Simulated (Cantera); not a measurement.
Charge: 1 mol CH3SiCl3, 0.07 mol C3H8, 1500 mol H2, at 0.100 bar.

Method: chemical equilibrium by Gibbs-energy minimisation in Cantera with the NASA 1993 tables (ideal gas, pure condensed phases). Candidate condensed phases: C, C6H6, C7H8, C8H18, Si, SiC; 109 gas species. The feed counts by its element totals alone. Gases not in the tables: Si2H6 and higher silanes. Kinetics and transport are ignored.

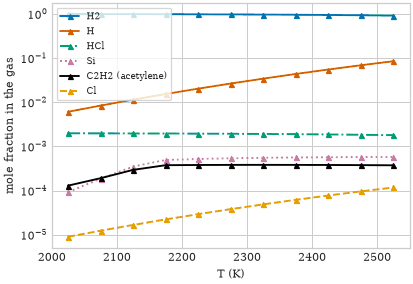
Fig. 1. Equilibrium gas composition (values under 1e-9 drawn at 1e-9)

Problem. Read off the mole fractions at 2325 K.

Solution. H2 about 0.96, H about 0.034, HCl about 0.0019, Si about 0.00055, C2H2 (acetylene) about 0.00038, Cl about 4.9e-5.
